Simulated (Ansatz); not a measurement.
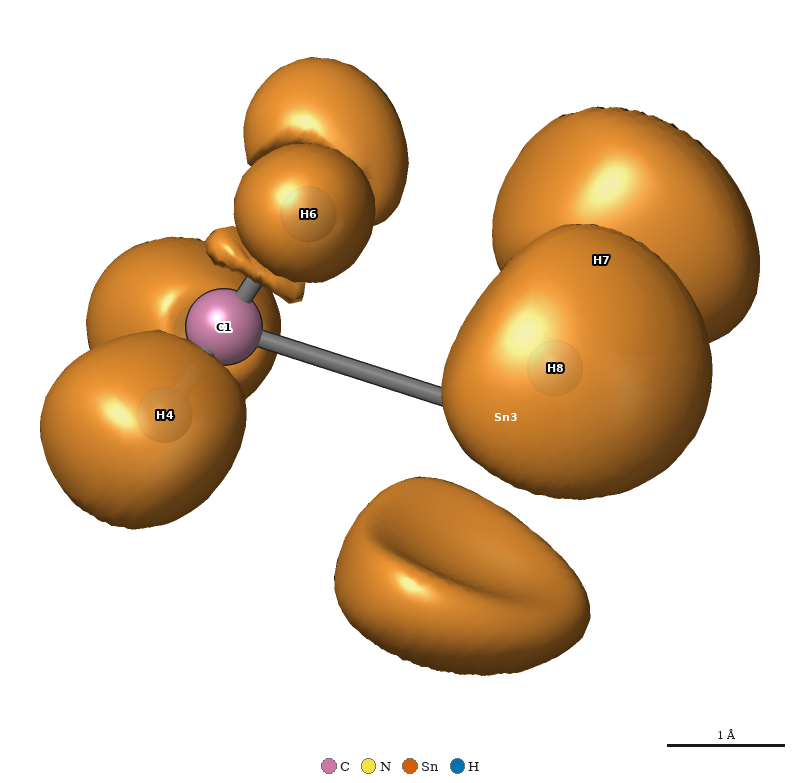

Figure. CH₅NSn. Isosurface of the electron localisation function at 0.85 (orange), seen from one side. Only the valence region is drawn (cores and ρ < 0.01 e/Å³ removed).

Geometry: PBE0-D4/def2-TZVP; core potentials replace the inner electrons of Sn.

Computed with RKS PBE0-D4/def2-TZVPP (Ansatz 0.2.0).

Input file:

```
crystal:
  periodic: [false, false, false]
  atoms:
    - {symbol: C, position_ang: [-0.793233, 0.579654, -0.626372]}
    - {symbol: N, position_ang: [-0.118295, 0.971718, 0.405446]}
    - {symbol: Sn, position_ang: [0.863873, -1.314418, -0.262325]}
    - {symbol: H, position_ang: [-1.781845, 0.114668, -0.583112]}
    - {symbol: H, position_ang: [-0.429458, 0.855104, -1.616272]}
    - {symbol: H, position_ang: [-0.586666, 0.717857, 1.275234]}
    - {symbol: H, position_ang: [2.396086, -0.485970, -0.104647]}
    - {symbol: H, position_ang: [0.541737, -1.495713, 1.456348]}
basis:
  gaussian: {orbitals: def2-TZVPP}
hamiltonian: {xc: pbe0, dispersion: d4}
output: {orbitals: {seedname: orbitals}}
```

Command:

```sh
ansatz run in.yaml --threads 2 --pin off --events-out ev --progress --plain --max-ram 4352MiB
```

Q: Where are the electrons localised?

A: The surface consists of one region between bonded C–N atoms (shared pairs), five regions around hydrogen nuclei, one lobe on N, pointing away from the bonds (lone pairs) and one lobe on Sn, pointing away from the bonds (lone pairs). Profiles from the grid: C–N (1.29 Å): the ELF peaks at about 0.90 between the atoms; a covalent bond. C–Sn (2.54 Å): the ELF peaks at about 0.65 in the valence shell of C, 0.8 Å from its nucleus, and drops to about 0.15 between the two atoms.
